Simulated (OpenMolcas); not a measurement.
# triplet SnH3OF at 6 levels

Wanted: a comparison of 6 runs (U-r2SCAN/def2-SVPD, U-revPBE/def2-SVPD, UPBE/def2-SVPD, UPBE0/def2-SVPD, UTPSS/def2-SVPD, ROMP2/def2-SVPD) of triplet SnH3OF. 

The results are computed with OpenMolcas 26.06.

## 1. The structure to begin with

SnH3OF: 6 atoms, total charge 0, spin state triplet. As SMILES of the parent species, `[OH][SnH2][F]`. The coordinates come from a PBE0-D4/def2-TZVP relaxation. This is one conformer, not always the lowest. That shape belongs to the parent species and isn't relaxed for this state.

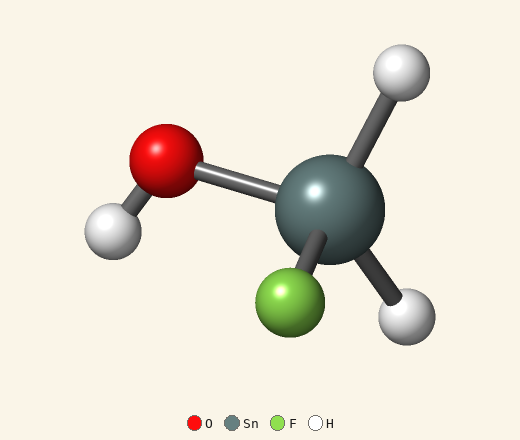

Viewed from a chosen angle; oxygen red, tin teal, fluorine green, hydrogen white.

## 2. The energy at U-r2SCAN/def2-SVPD (core potential) (run 1)

mol.inp reads:

```
* FH3OSn Kohn-Sham DFT
&gateway
baslib=$CurrDir
coord
6
angstrom
O       -1.414400      -0.333000      -0.425000
Sn       0.302300       0.255900       0.283700
F        1.409100      -1.315100       0.302100
H       -1.368600      -0.685700      -1.316700
H        1.096100       1.317100      -0.782100
H        0.017500       0.696700       1.891900
basis=def2-SVPD
group=NoSym
&seward
gridinput
Grid=UltraFine
End of Grid
&scf
uhf
spin=3
ksdft=2
1.0 MGGA_X_R2SCAN
1.0 MGGA_C_R2SCAN
thresholds=1e-10 1e-07 1e-07 1e-05
prorbitals=1 1
```

The basis set def2-SVPD is read from a file made from the Basis Set Exchange's data (not shown).

Run with:

```bash
$ export MOLCAS_MEM=1860
$ pymolcas mol.inp > mol.log
```

Output:

```text
--- Start Module: gateway ---
[...]
--- Stop Module: gateway /rc=_RC_ALL_IS_WELL_ ---
--- Start Module: seward ---
[...]
      Basis functions          102
--- Stop Module: seward /rc=_RC_ALL_IS_WELL_ ---
[...]
--- Start Module: scf ---
[...]
       Convergence after  34 Iterations
[...]
::    Total KS-DFT energy                            -390.8451092278
[...]
      Total spin, S                                     1.0050119654
[...]
      Total electronic charge=   42.000000
      Total            charge=   -0.000000
[...]
      Dipole Moment (debye):
      Origin of the operator (angstrom)=    0.2542    0.0108    0.2074
                   X= -7.5915E-01               Y=  1.6964E+00               Z= -8.6579E-01           Total=  2.0503E+00
      Quadrupole Moment (debye*angstrom):
[...]
--- Stop Module: scf /rc=_RC_ALL_IS_WELL_ ---
[...]
```

It took 2.9 min on 1 thread of Intel Xeon Platinum 8259CL at 2.50GHz (Skylake/Cascade Lake), shared host; peak memory 0.57 GiB.

## 3. A single-point energy at U-revPBE/def2-SVPD (core potential) (run 2)

struct.xyz reads:

```xyz
6

O     -1.414400    -0.333000    -0.425000
Sn     0.302300     0.255900     0.283700
F      1.409100    -1.315100     0.302100
H     -1.368600    -0.685700    -1.316700
H      1.096100     1.317100    -0.782100
H      0.017500     0.696700     1.891900
```

test.inp reads:

```
* FH3OSn Kohn-Sham DFT

&GATEWAY
  BasLib = $CurrDir
  Coord = struct.xyz
  Basis = def2-SVPD
  Group = NoSym

&SEWARD
  GridInput
  Grid=UltraFine
  End of Grid

&SCF
  UHF
  Spin = 3
  KSDFT = revPBE
  Thresholds = 1e-10 1e-07 1e-07 1e-05
  PrOrbitals = 1
```

The basis set def2-SVPD is read from a file made from the Basis Set Exchange's data (not shown).

Run with:

```bash
$ export MOLCAS_MEM=1860
$ pymolcas test.inp > test.log
```

Output:

```text
--- Start Module: gateway ---
[...]
--- Stop Module: gateway /rc=_RC_ALL_IS_WELL_ ---
--- Start Module: seward ---
[...]
      Basis functions          102
--- Stop Module: seward /rc=_RC_ALL_IS_WELL_ ---
[...]
--- Start Module: scf ---
[...]
       Convergence after  36 Iterations
[...]
::    Total KS-DFT energy                            -390.8444037093
[...]
      Total spin, S                                     1.0021481282
[...]
      Total electronic charge=   42.000000
      Total            charge=   -0.000000
[...]
      Dipole Moment (debye):
      Origin of the operator (angstrom)=    0.2542    0.0108    0.2074
                   X= -5.6767E-01               Y=  1.7394E+00               Z= -7.8250E-01           Total=  1.9900E+00
      Quadrupole Moment (debye*angstrom):
[...]
--- Stop Module: scf /rc=_RC_ALL_IS_WELL_ ---
[...]
```

Wall time 2 min (1 thread of Intel Xeon Platinum 8259CL at 2.50GHz (Skylake/Cascade Lake), shared host); peak memory 0.58 GiB.

Run 3 isn't shown in full; the table further down has it.

## 4. A single-point energy at UPBE0/def2-SVPD (core potential) (run 4)

run.inp reads:

```
>>> EXPORT MOLCAS_PRINT=2
&gateway
baslib = $CurrDir
coord
6
angstrom
O       -1.414400      -0.333000      -0.425000
Sn       0.302300       0.255900       0.283700
F        1.409100      -1.315100       0.302100
H       -1.368600      -0.685700      -1.316700
H        1.096100       1.317100      -0.782100
H        0.017500       0.696700       1.891900
basis = def2-SVPD
group = NoSym
&seward
gridinput
Grid=UltraFine
End of Grid
&scf
uhf
spin = 3
ksdft = PBE0
thresholds = 1e-10 1e-07 1e-07 1e-05
prorbitals = 0
```

The basis set def2-SVPD is read from a file made from the Basis Set Exchange's data (not shown).

Run with:

```bash
$ export MOLCAS_MEM=1860
$ pymolcas run.inp > run.log
```

Output:

```text
--- Start Module: gateway ---
[...]
--- Stop Module: gateway /rc=_RC_ALL_IS_WELL_ ---
--- Start Module: seward ---
[...]
      Basis functions          102
--- Stop Module: seward /rc=_RC_ALL_IS_WELL_ ---
[...]
--- Start Module: scf ---
[...]
       Convergence after  34 Iterations
[...]
::    Total KS-DFT energy                            -390.6654753680
[...]
      Total spin, S                                     1.0037509278
[...]
      Total electronic charge=   42.000000
      Total            charge=   -0.000000
[...]
      Dipole Moment (debye):
      Origin of the operator (angstrom)=    0.2542    0.0108    0.2074
                   X= -1.4146E+00               Y=  1.8248E+00               Z= -5.2904E-01           Total=  2.3687E+00
      Quadrupole Moment (debye*angstrom):
[...]
--- Stop Module: scf /rc=_RC_ALL_IS_WELL_ ---
[...]
```

Wall time 2 min (1 thread of Intel Xeon Platinum 8259CL at 2.50GHz (Skylake/Cascade Lake), shared host); peak memory 0.58 GiB.

Run 5 isn't shown in full; the table further down has it.

## 5. The energy at ROMP2/def2-SVPD (core potential) (run 6)

run.inp reads:

```
&GATEWAY
BasLib
$CurrDir
Coord
6
angstrom
O       -1.414400      -0.333000      -0.425000
Sn       0.302300       0.255900       0.283700
F        1.409100      -1.315100       0.302100
H       -1.368600      -0.685700      -1.316700
H        1.096100       1.317100      -0.782100
H        0.017500       0.696700       1.891900
Basis
def2-SVPD
Group
NoSym
&SEWARD
&SCF
UHF
Spin
3
Thresholds
1e-10 1e-07 1e-07 1e-05
PrOrbitals
1 2
&RASSCF
FileOrb
$Project.UnaOrb
Spin
3
Nactel
2 0 0
Inactive
20
Ras2
2
OutOrbitals
Canonical
OrbListing
Nothing
&CASPT2
IPEA
0.0
Frozen
6
```

The basis set def2-SVPD is read from a file made from the Basis Set Exchange's data (not shown).

Run with:

```bash
$ export MOLCAS_MEM=1860
$ pymolcas run.inp > run.log
```

Output:

```text
--- Start Module: gateway ---
[...]
--- Stop Module: gateway /rc=_RC_ALL_IS_WELL_ ---
[...]
      Basis functions          102
[...]
       Convergence after  32 Iterations
[...]
::    Total SCF energy                               -389.0757896386
[...]
      Total spin, S                                     1.0027683440
[...]
--- Start Module: rasscf ---
[...]
      Number of active orbitals                  2
[...]
      Spin quantum number                      1.0
[...]
      Active orbitals                            2
[...]
      Number of CSFs                             1
[...]
      Number of root(s) required                 1
[...]
      Convergence after 17 iterations
[...]
      printout of CI-coefficients larger than  0.05 for root  1
      energy=    -389.070264
      conf/sym  11     Coeff  Weight
             1  uu   1.00000 1.00000
      Natural orbitals and occupation numbers for root  1
      sym 1:   1.000000   1.000000
      ************************************************************************************************************************
      *                                                    Final results                                                     *
[...]
::    RASSCF root number  1 Total energy:   -389.07026438
[...]
      Total electronic charge=   42.000000
      Total            charge=   -0.000000
[...]
      Dipole Moment (debye):
      Origin of the operator (angstrom)=    0.2542    0.0108    0.2074
                   X= -1.9120E+00               Y=  2.1080E+00               Z=  7.2568E-01           Total=  2.9370E+00
      Quadrupole Moment (debye*angstrom):
[...]
--- Stop Module: rasscf /rc=_RC_ALL_IS_WELL_ ---
[...]
--- Start Module: caspt2 ---
[...]
 ###    WARNING: User changed nr of frozen orbitals.                         ###
 ###############################################################################
[...]
      E2 (Variational):          -0.5015824469
      Total energy:            -389.5718468315
[...]
      Reference weight:           0.86819
[...]
::    CASPT2 Root  1     Total energy:   -389.57184683
[...]
--- Stop Module: caspt2 /rc=_RC_ALL_IS_WELL_ ---
[...]
```

Wall time 45 s (1 thread of Intel Xeon Platinum 8259CL at 2.50GHz (Skylake/Cascade Lake), shared host); peak memory 0.57 GiB.

## 6. Overview of the runs

```
run                                level  integration grid  frozen core orbitals  energy (Eh)  dipole moment (D)  HOMO energy (eV)   ⟨S²⟩  wall time
  1  U-r2SCAN/def2-SVPD (core potential)         UltraFine                     –  -390.845109               2.05             -2.44  2.015    2.9 min
  2  U-revPBE/def2-SVPD (core potential)         UltraFine                     –  -390.844404               1.99             -2.32  2.006      2 min
  3      UPBE/def2-SVPD (core potential)         UltraFine                     –  -390.677899               2.03             -2.39  2.006    1.9 min
  4     UPBE0/def2-SVPD (core potential)         UltraFine                     –  -390.665475               2.37             -3.22  2.011      2 min
  5     UTPSS/def2-SVPD (core potential)         UltraFine                     –  -390.783924               2.04             -2.35  2.011    3.1 min
  6     ROMP2/def2-SVPD (core potential)                 –                     6  -389.571847                  –                 –      –       45 s
```

## 7. What came out

| quantity | value |
| --- | --- |
| run 6: total energy | -389.57185 Eh |

In words: Over runs 1, 2, 3, 4, 5 the dipole moment (its size) runs from 1.99 D (U-revPBE/def2-SVPD) to 2.37 D (UPBE0/def2-SVPD). Totals of different functionals can't be ranked against each other. All runs together took 13 min, the longest 3.1 min.
